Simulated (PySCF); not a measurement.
**Ge+, Ge(2+): ionisation energy in cc-pVDZ-PP with ECP10**

Each state of germanium is computed at each level; their differences give the ionisation energy. How far do the methods differ?

Program: PySCF 2.14.0. Level of theory: unrestricted determinants in a Gaussian basis, no spin-orbit coupling in the energies. These are calculated values, not measurements, unless marked.

## 1. What is computed

```
Element                                   : germanium (Z = 32)
Basis                                     : cc-pVDZ-PP with ECP10MDF
Hamiltonian                               : a scalar-relativistic core potential
State 1                                   : Ge+: [Ar] 3d10 4s2 4p1, 2P determinant
State 2                                   : Ge(2+): [Ar] 3d10 4s2, closed-shell 1S
Methods                                   : UHF, TPSS, MN15, MP2, CCSD(T)
Core shells frozen in the correlated runs : valence: 3s2 3p6 3d10 (for Ge+)
```

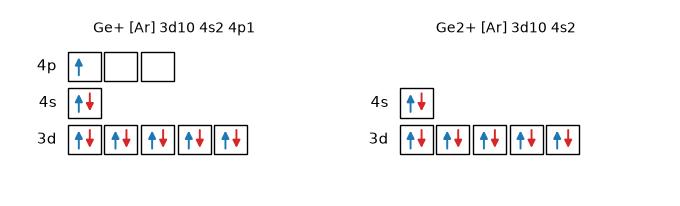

Outer shells as boxes.

The runs were made by one driver on top of PySCF. The scripts below sum up each run's settings (the driver also hands on starting orbitals that pick excited configurations, and frozen orbitals as a list rather than a count), and the logs come from the driver's own runs. The driver starts from symmetry-adapted Hartree-Fock orbitals, holds the occupation by maximum overlap and uses a logarithmic radial grid for functionals, so a plain start would take other cycles.

The driver's launch:

```sh
$ OMP_NUM_THREADS=1 python atomrun2.py TASK.json OUT
```

The integrals over 23 functions and the set-up took 0.1 s of CPU time.

## 2. Ge+: the ladder of methods

#### UHF

File input.py:

```python
from pyscf import gto, scf, dft, mp, cc
import basis_set_exchange as bse
txt = bse.get_basis("cc-pVDZ-PP", elements=["Ge"], fmt="nwchem", header=False)
cut = txt.index("\nECP")
mol = gto.M(atom="Ge 0 0 0", charge=1, spin=1, symmetry="D2h",
            basis=gto.basis.parse(txt[:cut]),
            ecp={"Ge": gto.basis.parse_ecp(txt[cut:])})
mf = scf.UHF(mol)
mf.irrep_nelec = {'Ag': (4, 4), 'B1g': (1, 1), 'B2g': (1, 1), 'B3g': (1, 1), 'B1u': (1, 1), 'B2u': (2, 1), 'B3u': (1, 1)}
mf.kernel()
```

The log of the run:

```text
damping factor = 0
level_shift factor = 0
DIIS = <class 'pyscf.scf.diis.CDIIS'>
diis_start_cycle = 1
diis_space = 10
diis_damp = 0
SCF conv_tol = 1e-09
SCF conv_tol_grad = None
number electrons alpha = 11  beta = 10
cycle= 1 E= -293.068413098328  delta_E= -0.00294  |g|= 0.0178  |ddm|= 0.0726
cycle= 2 E= -293.068783499425  delta_E= -0.00037  |g|= 0.0064  |ddm|= 0.0292
cycle= 3 E= -293.068839876098  delta_E= -5.64e-05  |g|= 0.00032  |ddm|= 0.0211
cycle= 4 E= -293.068840082252  delta_E= -2.06e-07  |g|= 4.96e-05  |ddm|= 0.00437
cycle= 5 E= -293.068840086551  delta_E= -4.3e-09  |g|= 8.76e-06  |ddm|= 0.000566
cycle= 6 E= -293.068840086648  delta_E= -9.63e-11  |g|= 1.27e-06  |ddm|= 6.55e-05
converged SCF energy = -293.068840086648  <S^2> = 0.75901694  2S+1 = 2.0089967
```

Time after the integrals: 0.07 s (1 thread of Neoverse-V1, shared host).

Orbital energies by shell (radii are means over both spins):

| shell | electrons | mean orbital energy (eV) | spread (eV) | rms radius (bohr) |
| --- | --- | --- | --- | --- |
| 3s α | 1 | -209.18 | 0 | 0.670 |
| 3s β | 1 | -209.04 | 0 | 0.670 |
| 3p α | 3 | -152.41 | 0.039 | 0.702 |
| 3p β | 3 | -152.24 | 0.496 | 0.702 |
| 3d α | 5 | -52.776 | 0.288 | 0.808 |
| 3d β | 5 | -52.660 | 0.513 | 0.808 |
| 4s α | 1 | -24.591 | 0 | 2.25 |
| 4s β | 1 | -22.299 | 0 | 2.25 |
| 4p α | 1 | -15.528 | 0 | 2.80 |

⟨S²⟩ = 0.759, ⟨L²⟩ = 2.03.

Energies and moments cover only the electrons outside the core potential.

#### TPSS

input.py differs from the last one in:

```diff
@@ -7,3 +7,3 @@
             ecp={"Ge": gto.basis.parse_ecp(txt[cut:])})
-mf = scf.UHF(mol)
+mf = dft.UKS(mol, xc="TPSS")
 mf.irrep_nelec = {'Ag': (4, 4), 'B1g': (1, 1), 'B2g': (1, 1), 'B3g': (1, 1), 'B1u': (1, 1), 'B2u': (2, 1), 'B3u': (1, 1)}
```

The log of the run:

```text
damping factor = 0
level_shift factor = 0
DIIS = <class 'pyscf.scf.diis.CDIIS'>
diis_start_cycle = 1
diis_space = 10
diis_damp = 0
SCF conv_tol = 1e-09
SCF conv_tol_grad = None
number electrons alpha = 11  beta = 10
XC functionals = TPSS
    J. Tao, J. P. Perdew, V. N. Staroverov, and G. E. Scuseria.,  Phys. Rev. Lett. 91, 146401 (2003)
    J. P. Perdew, J. Tao, V. N. Staroverov, and G. E. Scuseria.,  J. Chem. Phys. 120, 6898 (2004)
    J. Tao, J. P. Perdew, V. N. Staroverov, and G. E. Scuseria.,  Phys. Rev. Lett. 91, 146401 (2003)
    J. P. Perdew, J. Tao, V. N. Staroverov, and G. E. Scuseria.,  J. Chem. Phys. 120, 6898 (2004)
cycle= 1 E= -294.149551032115  delta_E= -0.00819  |g|= 0.0514  |ddm|= 0.324
cycle= 2 E= -294.150169512432  delta_E= -0.000618  |g|= 0.0264  |ddm|= 0.106
cycle= 3 E= -294.15043213397  delta_E= -0.000263  |g|= 0.000748  |ddm|= 0.0549
cycle= 4 E= -294.150432456244  delta_E= -3.22e-07  |g|= 3.66e-05  |ddm|= 0.00349
cycle= 5 E= -294.150432457391  delta_E= -1.15e-09  |g|= 1.97e-07  |ddm|= 0.000131
cycle= 6 E= -294.150432457391  delta_E=    0  |g|= 9.99e-09  |ddm|= 1.81e-06
converged SCF energy = -294.150432457391  <S^2> = 0.75240834  2S+1 = 2.0024069
```

Time after the integrals: 0.48 s (1 thread of Neoverse-V1, shared host).

#### MN15

input.py differs from the last one in:

```diff
@@ -7,3 +7,3 @@
             ecp={"Ge": gto.basis.parse_ecp(txt[cut:])})
-mf = dft.UKS(mol, xc="TPSS")
+mf = dft.UKS(mol, xc="MN15")
 mf.irrep_nelec = {'Ag': (4, 4), 'B1g': (1, 1), 'B2g': (1, 1), 'B3g': (1, 1), 'B1u': (1, 1), 'B2u': (2, 1), 'B3u': (1, 1)}
```

The log of the run:

```text
damping factor = 0
level_shift factor = 0
DIIS = <class 'pyscf.scf.diis.CDIIS'>
diis_start_cycle = 1
diis_space = 10
diis_damp = 0
SCF conv_tol = 1e-09
SCF conv_tol_grad = None
number electrons alpha = 11  beta = 10
XC functionals = MN15
    H. S. Yu, X. He, S. L. Li, and D. G. Truhlar.,  Chem. Sci. 7, 5032-5051 (2016)
    H. S. Yu, X. He, S. L. Li, and D. G. Truhlar.,  Chem. Sci. 7, 5032-5051 (2016)
cycle= 1 E= -294.591977771484  delta_E= -0.0204  |g|= 0.0512  |ddm|= 0.293
cycle= 2 E= -294.592819846755  delta_E= -0.000842  |g|= 0.02  |ddm|= 0.116
cycle= 3 E= -294.592949599903  delta_E= -0.00013  |g|= 0.000514  |ddm|= 0.0338
cycle= 4 E= -294.592949843536  delta_E= -2.44e-07  |g|= 4.82e-05  |ddm|= 0.00118
cycle= 5 E= -294.592949846081  delta_E= -2.54e-09  |g|= 1.77e-06  |ddm|= 0.000142
cycle= 6 E= -294.592949846083  delta_E= -1.42e-12  |g|= 7.17e-08  |ddm|= 3.54e-06
converged SCF energy = -294.592949846083  <S^2> = 0.75196743  2S+1 = 2.0019665
```

It took 0.42 s on 1 thread of Neoverse-V1, shared host, the integrals not counted.

#### MP2 (valence)

input.py differs from the last one in:

```diff
@@ -7,4 +7,5 @@
             ecp={"Ge": gto.basis.parse_ecp(txt[cut:])})
-mf = dft.UKS(mol, xc="MN15")
+mf = scf.UHF(mol)
 mf.irrep_nelec = {'Ag': (4, 4), 'B1g': (1, 1), 'B2g': (1, 1), 'B3g': (1, 1), 'B1u': (1, 1), 'B2u': (2, 1), 'B3u': (1, 1)}
 mf.kernel()
+mp.UMP2(mf, frozen=9).kernel()
```

The driver printed no log here.

Time after the integrals: 0.01 s (1 thread of Neoverse-V1, shared host).

With 3 electrons correlated, the MP2 correlation energy is -0.03085 hartree (-0.00210 same spin, -0.02874 opposite spin); the SCS form gives -0.03519. Largest pairs of shells: 4s-4s -0.0183, 4s-4p -0.0126, 4p-4p 0.0000.

#### CCSD(T) (valence)

input.py differs from the last one in:

```diff
@@ -10,2 +10,3 @@
 mf.kernel()
-mp.UMP2(mf, frozen=9).kernel()
+mycc = cc.CCSD(mf, frozen=9).run()
+mycc.ccsd_t()
```

The log of the run:

```text
CC2 = 0
CCSD nocc = (np.int64(2), np.int64(1)), nmo = (14, 14)
frozen orbitals [[0, 1, 2, 3, 4, 5, 6, 7, 8], [0, 1, 2, 3, 4, 5, 6, 7, 8]]
max_cycle = 100
direct = 0
conv_tol = 1e-08
conv_tol_normt = 1e-06
diis_space = 8
diis_start_cycle = 0
Init t2, MP2 energy = -0.0308477692625026
Init E_corr(UCCSD) = -0.0308477692639343
cycle = 1  E_corr(UCCSD) = -0.0405979389062621  dE = -0.00975016964  norm(t1,t2) = 0.0498942
cycle = 2  E_corr(UCCSD) = -0.0438728179300009  dE = -0.00327487902  norm(t1,t2) = 0.0197644
cycle = 3  E_corr(UCCSD) = -0.045928334319185  dE = -0.00205551639  norm(t1,t2) = 0.00852582
cycle = 4  E_corr(UCCSD) = -0.045912217798811  dE = 1.61165204e-05  norm(t1,t2) = 0.000986102
cycle = 5  E_corr(UCCSD) = -0.0459240587723906  dE = -1.18409736e-05  norm(t1,t2) = 9.87638e-05
cycle = 6  E_corr(UCCSD) = -0.0459206286480286  dE = 3.43012436e-06  norm(t1,t2) = 1.51412e-05
cycle = 7  E_corr(UCCSD) = -0.0459221483211012  dE = -1.51967307e-06  norm(t1,t2) = 4.50516e-06
cycle = 8  E_corr(UCCSD) = -0.04592170346406  dE = 4.44857041e-07  norm(t1,t2) = 1.54167e-06
cycle = 9  E_corr(UCCSD) = -0.0459217120736427  dE = -8.60958264e-09  norm(t1,t2) = 1.54685e-07
UCCSD converged
E(UCCSD) = -293.1147617987214  E_corr = -0.04592171207364268
UCCSD(T) correction = -0.000422573692881796
```

It took 0.09 s on 1 thread of Neoverse-V1, shared host, the integrals not counted.

CCSD correlation -0.04592 hartree, triples -0.00042; total -293.115184. T1 = 0.009, largest double amplitude 0.096.

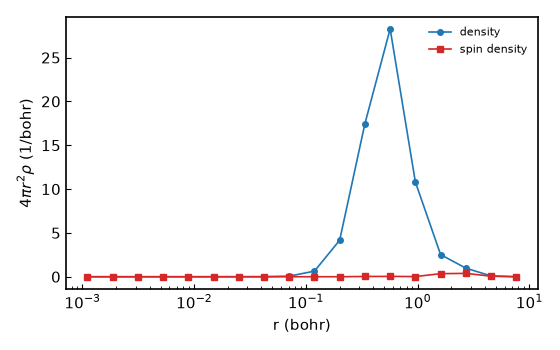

Radial density 4πr²ρ of Ge+ at UHF, the electrons outside the core potential, at 18 stored radii joined by straight lines.

## 3. Ge(2+)

#### UHF

File input.py:

```python
from pyscf import gto, scf, dft, mp, cc
import basis_set_exchange as bse
txt = bse.get_basis("cc-pVDZ-PP", elements=["Ge"], fmt="nwchem", header=False)
cut = txt.index("\nECP")
mol = gto.M(atom="Ge 0 0 0", charge=2, spin=0, symmetry="D2h",
            basis=gto.basis.parse(txt[:cut]),
            ecp={"Ge": gto.basis.parse_ecp(txt[cut:])})
mf = scf.UHF(mol)
mf.irrep_nelec = {'Ag': (4, 4), 'B1g': (1, 1), 'B2g': (1, 1), 'B3g': (1, 1), 'B1u': (1, 1), 'B2u': (1, 1), 'B3u': (1, 1)}
mf.kernel()
```

The log of the run:

```text
damping factor = 0
level_shift factor = 0
DIIS = <class 'pyscf.scf.diis.CDIIS'>
diis_start_cycle = 1
diis_space = 10
diis_damp = 0
SCF conv_tol = 1e-09
SCF conv_tol_grad = None
number electrons alpha = 10  beta = 10
cycle= 1 E= -292.509595295575  delta_E= -1.71e-12  |g|= 2.77e-07  |ddm|= 2.3e-06
converged SCF energy = -292.509595295575  <S^2> = -1.2434498e-14  2S+1 = 1
```

Time after the integrals: 0.05 s (1 thread of Neoverse-V1, shared host).

The occupied shells:

```
shell  electrons  mean orbital energy (eV)  spread (eV)  rms radius (bohr)
   3s          2                   -220.00            0              0.670
   3p          6                   -163.17            0              0.702
   3d         10                   -63.567            0              0.805
   4s          2                   -32.445            0               2.14
```

⟨S²⟩ = 0.000, ⟨L²⟩ = 0.00.

Energies and moments cover only the electrons outside the core potential.

#### TPSS

input.py differs from the last one in:

```diff
@@ -7,3 +7,3 @@
             ecp={"Ge": gto.basis.parse_ecp(txt[cut:])})
-mf = scf.UHF(mol)
+mf = dft.UKS(mol, xc="TPSS")
 mf.irrep_nelec = {'Ag': (4, 4), 'B1g': (1, 1), 'B2g': (1, 1), 'B3g': (1, 1), 'B1u': (1, 1), 'B2u': (1, 1), 'B3u': (1, 1)}
```

The log of the run:

```text
damping factor = 0
level_shift factor = 0
DIIS = <class 'pyscf.scf.diis.CDIIS'>
diis_start_cycle = 1
diis_space = 10
diis_damp = 0
SCF conv_tol = 1e-09
SCF conv_tol_grad = None
number electrons alpha = 10  beta = 10
XC functionals = TPSS
    J. Tao, J. P. Perdew, V. N. Staroverov, and G. E. Scuseria.,  Phys. Rev. Lett. 91, 146401 (2003)
    J. P. Perdew, J. Tao, V. N. Staroverov, and G. E. Scuseria.,  J. Chem. Phys. 120, 6898 (2004)
    J. Tao, J. P. Perdew, V. N. Staroverov, and G. E. Scuseria.,  Phys. Rev. Lett. 91, 146401 (2003)
    J. P. Perdew, J. Tao, V. N. Staroverov, and G. E. Scuseria.,  J. Chem. Phys. 120, 6898 (2004)
cycle= 1 E= -293.571927030964  delta_E= -0.00687  |g|= 0.0479  |ddm|= 0.305
cycle= 2 E= -293.572503160644  delta_E= -0.000576  |g|= 0.0217  |ddm|= 0.0821
cycle= 3 E= -293.572664052582  delta_E= -0.000161  |g|= 0.000174  |ddm|= 0.0305
cycle= 4 E= -293.572664064585  delta_E= -1.2e-08  |g|= 6.11e-07  |ddm|= 0.000371
cycle= 5 E= -293.572664064585  delta_E= 3.41e-13  |g|= 2.17e-09  |ddm|= 1.43e-06
converged SCF energy = -293.572664064585  <S^2> = -7.1054274e-15  2S+1 = 1
```

It took 0.4 s on 1 thread of Neoverse-V1, shared host, the integrals not counted.

#### MN15

input.py differs from the last one in:

```diff
@@ -7,3 +7,3 @@
             ecp={"Ge": gto.basis.parse_ecp(txt[cut:])})
-mf = dft.UKS(mol, xc="TPSS")
+mf = dft.UKS(mol, xc="MN15")
 mf.irrep_nelec = {'Ag': (4, 4), 'B1g': (1, 1), 'B2g': (1, 1), 'B3g': (1, 1), 'B1u': (1, 1), 'B2u': (1, 1), 'B3u': (1, 1)}
```

The log of the run:

```text
damping factor = 0
level_shift factor = 0
DIIS = <class 'pyscf.scf.diis.CDIIS'>
diis_start_cycle = 1
diis_space = 10
diis_damp = 0
SCF conv_tol = 1e-09
SCF conv_tol_grad = None
number electrons alpha = 10  beta = 10
XC functionals = MN15
    H. S. Yu, X. He, S. L. Li, and D. G. Truhlar.,  Chem. Sci. 7, 5032-5051 (2016)
    H. S. Yu, X. He, S. L. Li, and D. G. Truhlar.,  Chem. Sci. 7, 5032-5051 (2016)
cycle= 1 E= -294.021845492612  delta_E= -0.0196  |g|= 0.049  |ddm|= 0.285
cycle= 2 E= -294.022599489328  delta_E= -0.000754  |g|= 0.0167  |ddm|= 0.0873
cycle= 3 E= -294.022678408732  delta_E= -7.89e-05  |g|= 0.000433  |ddm|= 0.016
cycle= 4 E= -294.022678462021  delta_E= -5.33e-08  |g|= 1.36e-05  |ddm|= 0.000732
cycle= 5 E= -294.022678462231  delta_E= -2.09e-10  |g|= 4.22e-07  |ddm|= 0.000102
converged SCF energy = -294.022678462231  <S^2> = -1.4210855e-14  2S+1 = 1
```

Time after the integrals: 0.36 s (1 thread of Neoverse-V1, shared host).

#### MP2 (valence)

input.py differs from the last one in:

```diff
@@ -7,4 +7,5 @@
             ecp={"Ge": gto.basis.parse_ecp(txt[cut:])})
-mf = dft.UKS(mol, xc="MN15")
+mf = scf.UHF(mol)
 mf.irrep_nelec = {'Ag': (4, 4), 'B1g': (1, 1), 'B2g': (1, 1), 'B3g': (1, 1), 'B1u': (1, 1), 'B2u': (1, 1), 'B3u': (1, 1)}
 mf.kernel()
+mp.UMP2(mf, frozen=9).kernel()
```

No log was kept for this step.

It took 0.01 s on 1 thread of Neoverse-V1, shared host, the integrals not counted.

With 2 electrons correlated, the MP2 correlation energy is -0.02520 hartree (0.00000 same spin, -0.02520 opposite spin); the SCS form gives -0.03024. Largest pairs of shells: 4s-4s -0.0252.

#### CCSD(T) (valence)

input.py differs from the last one in:

```diff
@@ -10,2 +10,3 @@
 mf.kernel()
-mp.UMP2(mf, frozen=9).kernel()
+mycc = cc.CCSD(mf, frozen=9).run()
+mycc.ccsd_t()
```

The log of the run:

```text
CC2 = 0
CCSD nocc = 1, nmo = 14
frozen orbitals [0, 1, 2, 3, 4, 5, 6, 7, 8]
max_cycle = 100
direct = 0
conv_tol = 1e-08
conv_tol_normt = 1e-06
diis_space = 8
diis_start_cycle = 0
Init t2, MP2 energy = -292.534796293274  E_corr(MP2) -0.0252009976995844
Init E_corr(CCSD) = -0.0252009976995854
cycle = 1  E_corr(CCSD) = -0.0330865421027579  dE = -0.0078855444  norm(t1,t2) = 0.0432065
cycle = 2  E_corr(CCSD) = -0.035816269345825  dE = -0.00272972724  norm(t1,t2) = 0.0172471
cycle = 3  E_corr(CCSD) = -0.0375883698642233  dE = -0.00177210052  norm(t1,t2) = 0.00721817
cycle = 4  E_corr(CCSD) = -0.0375693661897395  dE = 1.90036745e-05  norm(t1,t2) = 0.000243377
cycle = 5  E_corr(CCSD) = -0.0375711159222702  dE = -1.74973253e-06  norm(t1,t2) = 1.81745e-05
cycle = 6  E_corr(CCSD) = -0.0375697886701452  dE = 1.32725212e-06  norm(t1,t2) = 4.35707e-06
cycle = 7  E_corr(CCSD) = -0.0375700569972616  dE = -2.68327116e-07  norm(t1,t2) = 8.94815e-07
cycle = 8  E_corr(CCSD) = -0.0375700360241866  dE = 2.0973075e-08  norm(t1,t2) = 1.58228e-07
cycle = 9  E_corr(CCSD) = -0.0375700293978548  dE = 6.62633175e-09  norm(t1,t2) = 7.60813e-08
CCSD converged
E(CCSD) = -292.5471653249725  E_corr = -0.03757002939785484
```

Time after the integrals: 0.05 s (1 thread of Neoverse-V1, shared host).

CCSD correlation -0.03757 hartree, triples 0.00000; total -292.547165. T1 = 0.003, largest double amplitude 0.102. With two correlated electrons the triples vanish and CCSD is exact in this space.

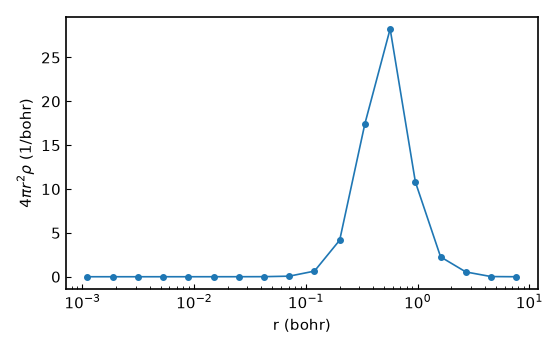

Radial density 4πr²ρ of Ge(2+) at UHF, the electrons outside the core potential, at 18 stored radii joined by straight lines.

## 4. Orbital energies side by side

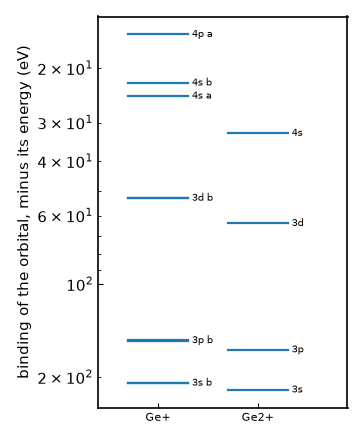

Hartree-Fock orbital energies of the states on a logarithmic scale (a, b: spin up and down; * marks an excited configuration).

## 5. The energy differences

Ionisation energy: Ge+ [Ar] 3d10 4s2 4p1 (2P) → Ge(2+) [Ar] 3d10 4s2 (1S).

```csv
method,value (eV),error (eV),"CPU time, both states (s)"
UHF,15.218,-0.571,0.12
TPSS,15.722,-0.067,0.88
MN15,15.518,-0.271,0.78
MP2 (valence),15.371,-0.417,0.12
SCS-MP2 (valence),15.353,-0.436,0.12
CCSD (valence),15.445,-0.343,
CCSD(T) (valence),15.457,-0.332,0.26
```

Reference: 15.789 eV (measured; NIST levels, between the centres of gravity of the two terms). Errors of the correlated levels include the incompleteness of this basis.

Times are CPU seconds on a shared host without the integrals; correlated rows include their Hartree-Fock run, whose time holds the symmetry-adapted start and any spin-orbit constants, while functionals begin from orbitals already made.

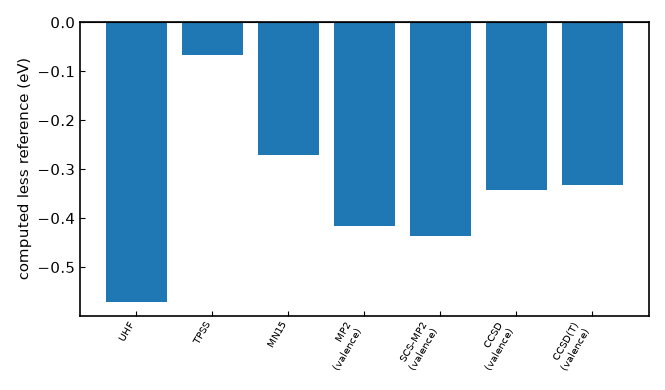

Computed less reference values by method.

## 6. Outcome

| quantity | value |
| --- | --- |
| ionisation energy, Ge+ | UHF 15.218, CCSD(T) (valence) 15.457 eV; reference 15.789 |

Accuracy against cost (mean over 1 difference):

```
           method  mean absolute miss against the measured value (with the measured fine structure taken into account where it is known) (eV)  CPU time, both states (s)
              UHF                                                                                                                       0.571                       0.12
             TPSS                                                                                                                       0.067                       0.88
             MN15                                                                                                                       0.271                       0.78
    MP2 (valence)                                                                                                                       0.417                       0.12
SCS-MP2 (valence)                                                                                                                       0.436                       0.12
   CCSD (valence)                                                                                                                       0.343                           
CCSD(T) (valence)                                                                                                                       0.332                       0.26
```

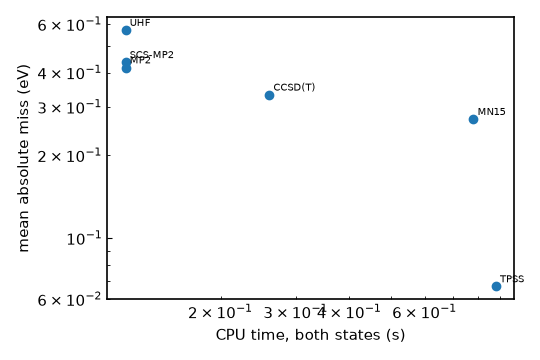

Miss against the measured value (with the measured fine structure taken into account where it is known) and CPU time.

What this shows: Against experiment TPSS comes closest (off by 0.07 eV) and UHF is farthest (0.57 eV). Hartree-Fock falls short because the species with more electrons holds more correlation energy, which it lacks. All values hold for this basis alone; no basis-set limit was taken. The dearest level timed, TPSS, costs 7.3 times the cheapest, UHF, and differs from the measured value (with the measured fine structure taken into account where it is known) by 0.07 against 0.57 eV.
